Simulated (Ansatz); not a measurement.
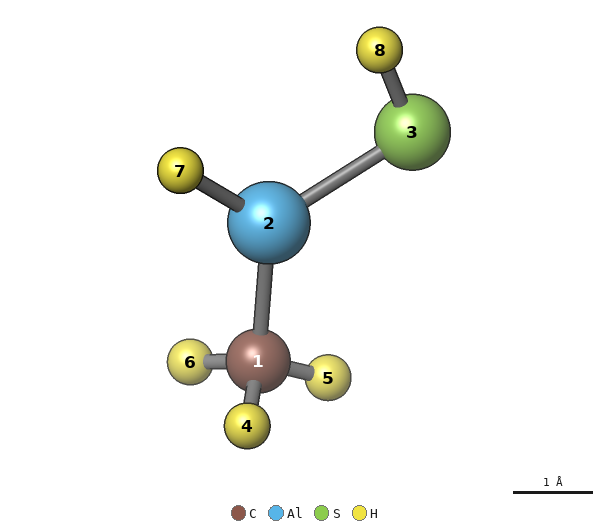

Simulated data, not a measurement (program: Ansatz).

Orthographic view. Atoms fade into the background with distance from the viewer. Geometry: moved along internal coordinates away from the minimum.

Write a Z-matrix (Å, degrees) in the order of the atom numbers, with these reference atoms: 2 to 1; 3 to 2, 1; 4 to 1, 2, 3; 5 to 1, 4, 2; 6 to 1, 5, 4; 7 to 2, 1, 5; 8 to 3, 2, 7.

```
C  
Al   1   1.943
S    2   2.188   1   118.2
H    1   1.095   2   115.2   3   120.3
H    1   1.092   4   107.9   2   123.6
H    1   1.095   5   108.0   4  -114.9
H    2   1.585   1   124.4   5   177.9
H    3   1.344   2    93.8   7     0.0
```
